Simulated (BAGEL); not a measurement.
# CHClFNSi (SMILES N#C[SiH](F)Cl): HF/STO-3G (density fitting with qzvpp-jkfit)

Aim: the energy change on altering one bond length of CHClFNSi at HF/STO-3G (density fitting with qzvpp-jkfit), from 2 runs. 

The results are computed with BAGEL 1.2.2.

6 further runs of the same task are left out: 6 that didn't finish. Runs told in other sessions of the task aren't counted.

### 1 The system as given

CHClFNSi: 6 atoms, total charge 0, spin state singlet. SMILES: `N#C[SiH](F)Cl`. The coordinates come from a PBE0-D4/def2-TZVP relaxation.

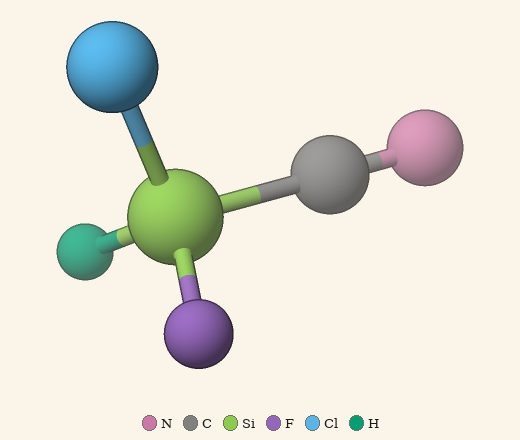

Viewed from a chosen angle; nitrogen pink, carbon grey, silicon green, fluorine purple, chlorine blue, hydrogen teal.

### 2 The energy at HF/STO-3G (density fitting with qzvpp-jkfit)

Input file calc.json:

```json
{ "bagel": [

{
  "title": "molecule",
  "basis": "sto-3g",
  "df_basis": "qzvpp-jkfit",
  "angstrom": "true",
  "geometry": [
    { "atom": "N", "xyz": [      -1.977800,       0.308700,       1.400100 ] },
    { "atom": "C", "xyz": [      -1.043300,       0.191200,       0.738300 ] },
    { "atom": "Si", "xyz": [       0.411900,      -0.001400,      -0.370200 ] },
    { "atom": "F", "xyz": [       1.492700,       1.050000,       0.097500 ] },
    { "atom": "Cl", "xyz": [       1.130200,      -1.872300,      -0.149400 ] },
    { "atom": "H", "xyz": [       0.028400,       0.259800,      -1.762400 ] }
  ]
},

{
  "title": "hf",
  "charge": 0
},

{
  "title": "print",
  "file": "orbitals.molden",
  "orbitals": "true"
}

]}
```

The run is started by

```console
$ BAGEL_NUM_THREADS=1 BAGEL calc.json > calc.out
```

Log:

```text
* using 1 threads per process

  ===============================================================
  ===============================================================

  *** Geometry ***

  { "atom" : "N", "xyz" : [     -3.737500,      0.583358,      2.645806 ] },
  { "atom" : "C", "xyz" : [     -1.971551,      0.361316,      1.395185 ] },
  { "atom" : "Si", "xyz" : [      0.778378,     -0.002646,     -0.699577 ] },
  { "atom" : "F", "xyz" : [      2.820794,      1.984212,      0.184248 ] },
  { "atom" : "Cl", "xyz" : [      2.135768,     -3.538134,     -0.282325 ] },
  { "atom" : "H", "xyz" : [      0.053668,      0.490951,     -3.330453 ] },

  Number of auxiliary basis functions:      503

  Since a DF basis is specified, we compute 2- and 3-index integrals:
    o Being stored without compression. Storage requirement is 0.005 GB

  Number of basis functions:       34
  Number of electrons      :       54

    * METHOD: MOLECULE                             0.14

  *** RHF ***

  === Nuclear Repulsion ===
   256.9632260468

      * DIIS with orbital gradients will be used.

  === RHF iteration (sto-3g) ===
      0       -929.83003486          0.02450732           0.02
      1       -929.91695038          0.02070612           0.02
      2       -930.01695387          0.00199485           0.02
      3       -930.01860199          0.00047334           0.02
      4       -930.01880894          0.00008250           0.02
      5       -930.01881467          0.00001477           0.02
      6       -930.01881484          0.00000355           0.02
      7       -930.01881485          0.00000193           0.02
      8       -930.01881485          0.00000094           0.02
      9       -930.01881485          0.00000050           0.02
     10       -930.01881486          0.00000013           0.02
     11       -930.01881486          0.00000004           0.02
     12       -930.01881486          0.00000001           0.02
    * SCF iteration converged.

    * Permanent dipole moment:
           (   -0.326089,    -0.526961,     0.928498) a.u.

    * METHOD: HF                                   0.32

    * METHOD: PRINT                                0.00

  ===============================================================
```

It took 0.62 s on 1 thread of Intel Xeon 6975P-C (Granite Rapids), shared host.

### 3 The distorted shape

Input file job.json:

```json
{ "bagel": [

{
  "title": "molecule",
  "basis": "sto-3g",
  "df_basis": "qzvpp-jkfit",
  "angstrom": true,
  "geometry": [
    { "atom": "N", "xyz": [   -3.274791,   -0.953011,    0.838846 ] },
    { "atom": "C", "xyz": [   -2.340291,   -1.070511,    0.177046 ] },
    { "atom": "Si", "xyz": [   -0.885091,   -1.263111,   -0.931454 ] },
    { "atom": "F", "xyz": [    1.492700,    1.050000,    0.097500 ] },
    { "atom": "Cl", "xyz": [   -0.166791,   -3.134011,   -0.710654 ] },
    { "atom": "H", "xyz": [   -1.268591,   -1.001911,   -2.323654 ] }
  ]
},
{
  "title": "hf"
},
{
  "title": "print",
  "file": "orbitals.molden",
  "orbitals": true
}

]}
```

The run is started by

```console
$ BAGEL_NUM_THREADS=1 BAGEL job.json > job.out
```

Log:

```text
* using 1 threads per process

  ===============================================================
  ===============================================================

  *** Geometry ***

  { "atom" : "N", "xyz" : [     -6.188458,     -1.800930,      1.585189 ] },
  { "atom" : "C", "xyz" : [     -4.422509,     -2.022973,      0.334568 ] },
  { "atom" : "Si", "xyz" : [     -1.672580,     -2.386934,     -1.760193 ] },
  { "atom" : "F", "xyz" : [      2.820794,      1.984212,      0.184248 ] },
  { "atom" : "Cl", "xyz" : [     -0.315189,     -5.922422,     -1.342941 ] },
  { "atom" : "H", "xyz" : [     -2.397290,     -1.893337,     -4.391070 ] },

  Number of auxiliary basis functions:      503

  Since a DF basis is specified, we compute 2- and 3-index integrals:
    o Being stored without compression. Storage requirement is 0.005 GB

  Number of basis functions:       34
  Number of electrons      :       54

    * METHOD: MOLECULE                             0.13

  *** RHF ***

  === Nuclear Repulsion ===
   217.1609296823

      * DIIS with orbital gradients will be used.

  === RHF iteration (sto-3g) ===
      0       -929.21843355          0.02588102           0.02
      1       -916.36930001          0.05075382           0.02
      2       -929.38986129          0.01016474           0.02
      3       -929.44515316          0.00719656           0.02
      4       -929.45521494          0.00797671           0.02
      5       -929.47696834          0.00851954           0.02
      6       -929.44705916          0.00635183           0.02
      7       -917.17155406          0.01718737           0.02
      8       -929.24636320          0.01052457           0.02
      9       -929.25871267          0.00932673           0.02
     10       -929.26015414          0.00914314           0.02
     11       -929.41949656          0.00567210           0.02
     12       -929.42316562          0.00506177           0.02
     13       -929.38970698          0.01276507           0.02
     14       -929.37414842          0.01273436           0.02
     15       -929.31972097          0.01135000           0.02
[... 30 lines of this table left out ...]
     46       -929.64724211          0.00000011           0.02
     47       -929.64724211          0.00000010           0.02
     48       -929.64724211          0.00000009           0.02
     49       -929.64724211          0.00000007           0.02
     50       -929.64724211          0.00000003           0.02
     51       -929.64724211          0.00000002           0.02
     52       -929.64724211          0.00000001           0.02
     53       -929.64724211          0.00000001           0.02
    * SCF iteration converged.

    * Permanent dipole moment:
           (   -0.194290,    -0.312419,     0.981621) a.u.

    * METHOD: HF                                   1.05

    * METHOD: PRINT                                0.00

  ===============================================================
```

Wall time 1.3 s (1 thread of Intel Xeon 6975P-C (Granite Rapids), shared host).

### 4 Results

Level: HF/STO-3G (density fitting with qzvpp-jkfit).

```
                                                          quantity          value
                                         first shape: total energy  -930.01881 Eh
                                        first shape: dipole moment         2.84 D
                                          first shape: HOMO energy      -11.28 eV
                                          first shape: LUMO energy        7.56 eV
                                        first shape: HOMO–LUMO gap       18.84 eV
                                     distorted shape: total energy  -929.64724 Eh
                                    distorted shape: dipole moment         2.66 D
                                      distorted shape: HOMO energy       -5.36 eV
                                      distorted shape: LUMO energy       -0.16 eV
                                    distorted shape: HOMO–LUMO gap        5.20 eV
energy change with the Si3–F4 bond stretched from 1.579 to 3.473 Å      10.111 eV
```

What this shows: One bond (distorted shape) is far stretched, which a spin-restricted single reference describes badly; a broken-symmetry solution may lie lower. With the Si3–F4 bond stretched from 1.579 to 3.473 Å the energy rises by 10.11 eV (976 kJ/mol). The first shape isn't relaxed at this level, so the change isn't measured from a minimum. A restricted reference can't describe the breaking bond well at this length. The minimal basis adds a large error of its own.
